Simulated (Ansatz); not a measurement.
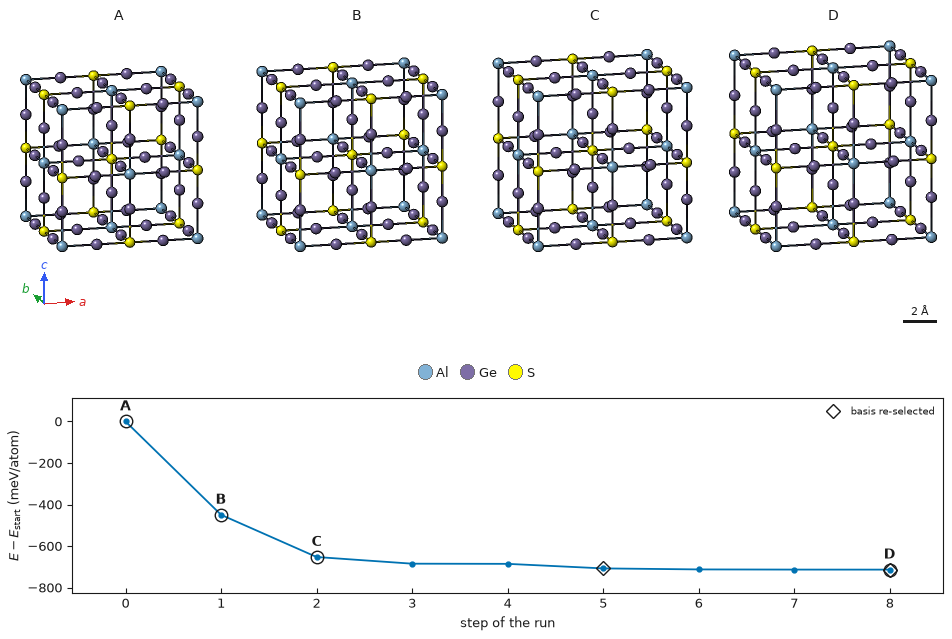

Frames of a relaxation of crystalline AlGe₆S (a generated structure, set up in Fm-3m) (coarse preliminary run), marked on the history of the run. A ball-and-stick model of the conventional cell (4 times the calculation's cell), seen slightly off an axis. Lengths and directions refer to the drawn axes.

Theory: DFT PBE, scalar-relativistic, plane waves, PAW in Ansatz.

Input file:
```yaml
crystal:
  lattice:
    - [0.0, 4.30783688, 4.30783688]
    - [4.30783688, 0.0, 4.30783688]
    - [4.30783688, 4.30783688, 0.0]
  atoms:
    - { symbol: Al, position: [0.0, 0.0, 0.0] }
    - { symbol: Ge, position: [0.74458659, 0.25541341, 0.25541341] }
    - { symbol: Ge, position: [0.25541341, 0.74458659, 0.74458659] }
    - { symbol: Ge, position: [0.25541341, 0.74458659, 0.25541341] }
    - { symbol: Ge, position: [0.74458659, 0.25541341, 0.74458659] }
    - { symbol: Ge, position: [0.25541341, 0.25541341, 0.74458659] }
    - { symbol: Ge, position: [0.74458659, 0.74458659, 0.25541341] }
    - { symbol: S, position: [0.5, 0.5, 0.5] }
basis:
  ecutwfc: 420
kpoints:
  mp_grid: { grid: [4, 4, 4] }
hamiltonian:
  xc: pbe
scf:
  occupations: { method: gaussian, width: 0.1 }
  lower_state_search: "off"
output:
  forces: true
  stress: true
  eigenvalues: true
relax:
  adjacent_minimum: "off"
  f_tol: 0.04
  max_steps: 70
  cell: { stress_tol: 0.4 }
```

Command:
```bash
ansatz run input.yaml --threads 1 --pin off --max-ram 2048MiB --backend cpu --events-out ev --progress --plain --runs-dir out
```

**Describe the path.**

No atom moves by more than 0.005 Å relative to the cell. The volume changes by +50.4 %, with a = b = c 8.616 → 9.871 Å (+14.6 %). Some distances before and after: Al1–Ge2 2.201 → 2.519 Å, Ge2–S8 2.107 → 2.416 Å. The space group stays Fm-3m (No. 225). After 6 accepted moves (8 points after the start) the energy has fallen by 713 meV per atom. Largest force component: 0.98 eV/Å at the start, 0.011 eV/Å at the end. The pressure goes from 32.79 to 0.03 GPa. At 2 points the geometry stayed and the basis and grid were re-selected for the new cell (energy shift of 21.9 meV per atom at most each time). The run took 51 s on 1 thread of Arm Neoverse V2, with other jobs on the host, peak memory 0.5 GiB. From step 0 to 1: Ge atoms move most (0.02 Å), volume +15.4 %, energy −449 meV per atom. From step 1 to 2: volume +14.6 %, energy −203 meV per atom. From step 2 to 8: volume +13.8 %, energy −60.7 meV per atom.
